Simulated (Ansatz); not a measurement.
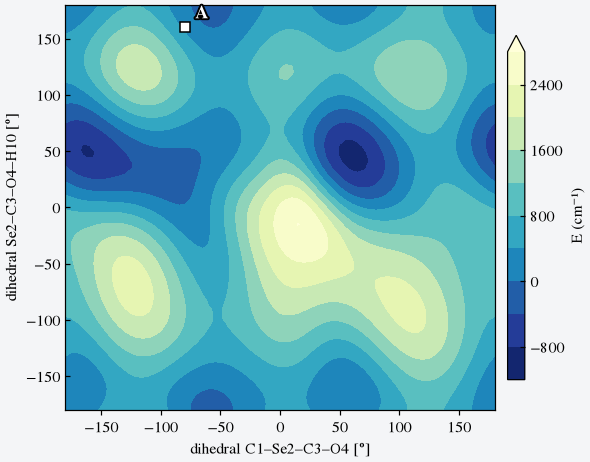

C2H5FOSe, SMILES C[Se]C(O)F. First axis: dihedral C1–Se2–C3–O4. Second axis: dihedral Se2–C3–O4–H10. Nothing is relaxed (all other coordinates rigid). Grid: 18 × 18 points. Points are written as (first, second). All energies are given in cm⁻¹ relative to the relaxed molecule at the same level. All numbers below come from RKS PBE0-D4/def2-SVP in Ansatz.

Drawn: filled contours, one colour for all values above the top of the scale, the point A. Between grid points the surface is interpolated.

Which way does the force act at A, and how strong is it?

A, at (−80°, 160°), is not a stationary point. The computed force is 26 cm⁻¹ for each degree towards larger values of dihedral C1–Se2–C3–O4 and 19 cm⁻¹ for each degree towards larger values of dihedral Se2–C3–O4–H10.
